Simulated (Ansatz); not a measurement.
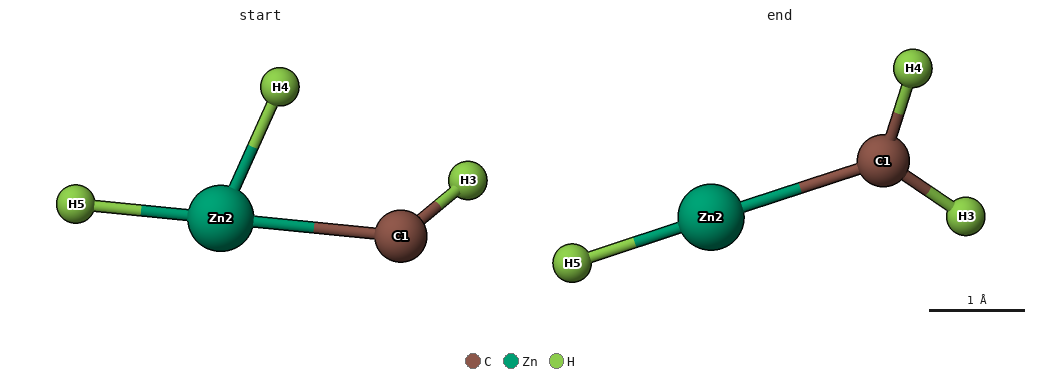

The structure of CH3Zn (multiplicity 2) before (left) and after (right) a relaxation, at one scale.

The picture is a ball-and-stick view, seen at a tilt.

It is one of the separated reactants of a reaction.

The calculation used Ansatz, UKS PBE-D4/def2-SVP.

The input:
```yaml
crystal:
  periodic: [false, false, false]
  atoms:
    - {symbol: C, position_ang: [-0.379147, -0.733066, 0.062762]}
    - {symbol: Zn, position_ang: [0.494930, 0.956845, -0.081817]}
    - {symbol: H, position_ang: [-0.192082, -1.447131, 0.862770]}
    - {symbol: H, position_ang: [-0.060447, 0.807960, 1.336030]}
    - {symbol: H, position_ang: [1.198937, 2.318019, -0.198427]}
basis:
  gaussian: {orbitals: def2-SVP}
magnetization: {spin_polarized: true, initial_magnetization: 1}
hamiltonian: {xc: pbe, dispersion: d4}
relax: {f_tol: 0.03, max_steps: 250}
```

Run as
```bash
ansatz run in.yaml --threads 2 --pin off --events-out ev --progress --plain --max-ram 4352MiB
```

What changed between the two?

H4 moves most after the best rigid fit: 1.23 Å. By element the largest moves are H 1.23 Å, C 0.89 Å, Zn 0.33 Å. Among the contacts that change: Zn2–H4 1.530 → 2.692 Å, C1–H4 2.024 → 1.107 Å, C1–H3 1.089 → 1.107 Å, Zn2–H5 1.537 → 1.542 Å. New bonds form, among them: C1–H4 (2.02 → 1.11 Å). Bonds break, among them: Zn2–H4 (1.53 → 2.69 Å). The energy falls by 3.369 eV in 9 geometry steps. Largest force component: 1.8 eV/Å at the start, 0.018 eV/Å at the end. The run took 9 s on 2 threads of Intel Xeon 6975P-C (shared host).
